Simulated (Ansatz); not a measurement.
```xyz
9

Si    0.0877    0.1335    0.1822
H     0.7649    0.8529    1.2758
Cl    1.4767   -0.4998   -1.1916
Cl   -1.2208    1.4012   -0.7662
O    -0.7214   -1.1482    0.7818
Si   -1.6974   -2.4704    0.4673
H    -2.0308   -3.0964    1.7747
H    -2.9413   -2.0215   -0.2210
H    -0.9627   -3.4400   -0.3943
```

Level of theory: RKS PBE0/def2-SVP in Ansatz 0.2.0.

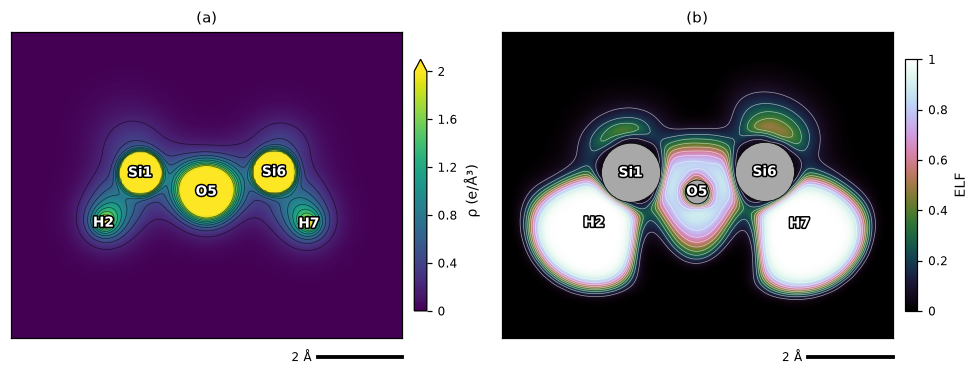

Cl₂H₄OSi₂. (a) electron density; (b) ELF on the plane of atoms H2, Si1 and O5. Grey discs cover the atomic cores in the ELF map.

Question: What does the map show?

Answer:
- The section cuts through Si, H and O sites.
- Si–O (1.63 Å): the density is about 1.1 e/Å³ at the midpoint; the ELF peaks at about 0.85 between the atoms: a polar covalent bond.
- Si–H (1.47 Å): ρ is about 0.83 e/Å³ halfway; the ELF climbs to about 1 towards the hydrogen, as it does in any bond to H.
- Si–O (1.67 Å): ρ at the midpoint is about 1 e/Å³; the ELF peaks at about 0.85 between the atoms: a shared but strongly polarised pair.
- The ELF also peaks beside O5, away from the bonds: lone-pair regions.
